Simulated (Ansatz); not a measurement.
CHClGe (SMILES [CH]#[Ge][Cl])

Input

```
crystal:
  periodic: [false, false, false]
  atoms:
    - {symbol: C, position_ang: [-0.797560, 3.310592, -1.214006]}
    - {symbol: Cl, position_ang: [-2.534762, 4.409235, 1.626134]}
    - {symbol: Ge, position_ang: [-1.938335, 3.081641, 0.076271]}
    - {symbol: H, position_ang: [-0.468694, 2.658320, -2.020848]}
basis:
  gaussian:
    orbitals: def2-TZVPD
output: {forces: true, orbitals: {seedname: orbitals}}
hamiltonian:
  xc: {name: PBE0}
```

Launched as:

```sh
ansatz run input.yaml --threads 2 --pin off --max-ram 4350MiB --events-out events.jsonl --progress --plain --runs-dir runs
```

Geometry: r2SCAN-D4/def2-TZVP.

Method: Ansatz, isolated molecule in a Gaussian basis; Kohn-Sham density functional theory, functional PBE0.

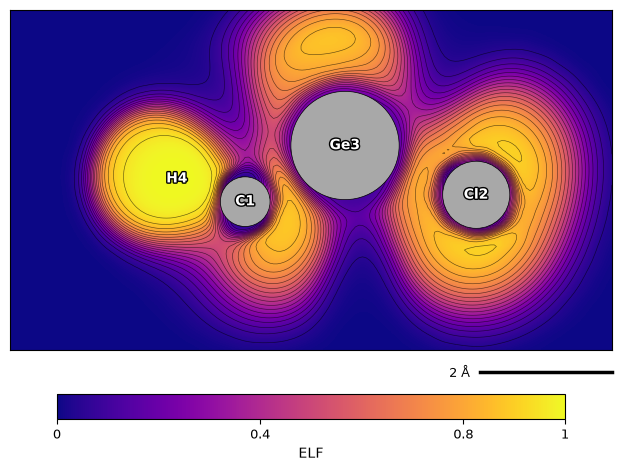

Figure 1. ELF on the molecular plane. Grey discs cover the atomic cores.

Q: What do the fields say about this system?

A: The plane passes through C, Cl, Ge and H nuclei. C–Ge (1.74 Å): the ELF peaks at about 0.80 in the valence shell of C, 0.6 Å from its nucleus, and is about 0.40 at the midpoint. Ge–Cl (2.13 Å): the ELF peaks at about 0.80 in the valence shell of Cl, 0.9 Å from its nucleus, and is about 0.65 at the midpoint. C–H (1.09 Å): the ELF climbs to about 1 towards the hydrogen, as it does in any bond to H (an ordinary covalent bond to hydrogen). The ELF also peaks beside Cl2, away from the bonds: lone-pair regions.

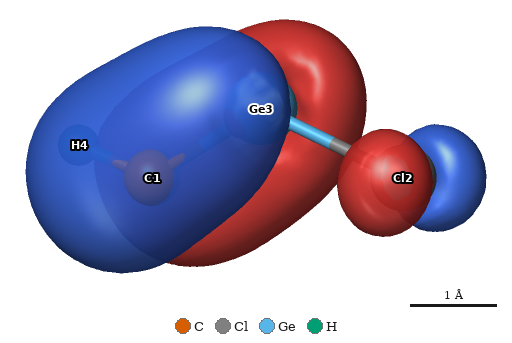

Figure 2. One frontier orbital at ±0.1 Å⁻³ᐟ² (red and blue are the two phases), seen at a tilt.

Q: Which orbital is it: HOMO or LUMO?

A: The HOMO, at −6.87 eV. It lies mainly on C1 (about 55 %) and Ge3 (about 35 %); it changes sign across the molecular plane (π type); π-bonding across C1–Ge3.

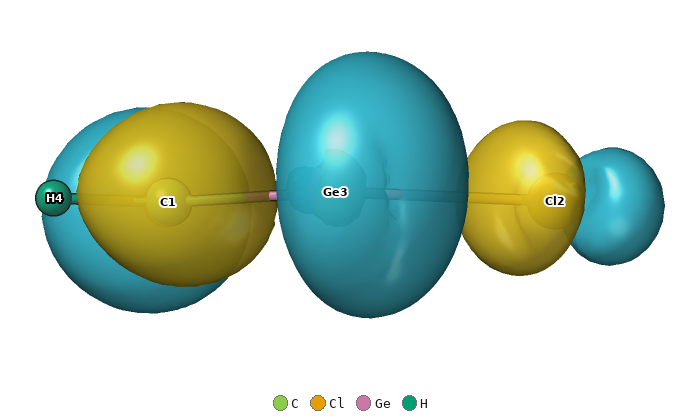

Figure 3. The LUMO at ±0.15 Å⁻³ᐟ² (yellow and cyan are the two phases), seen from one side.

Q: Describe this orbital and give its energy.

A: Its weight (Hirshfeld) is mainly on C1 (about 45 %), Ge3 (about 40 %) and Cl2 (about 15 %); it is symmetric in the molecular plane (an in-plane orbital: σ, lone-pair or in-plane π type). Its energy is −3.77 eV.
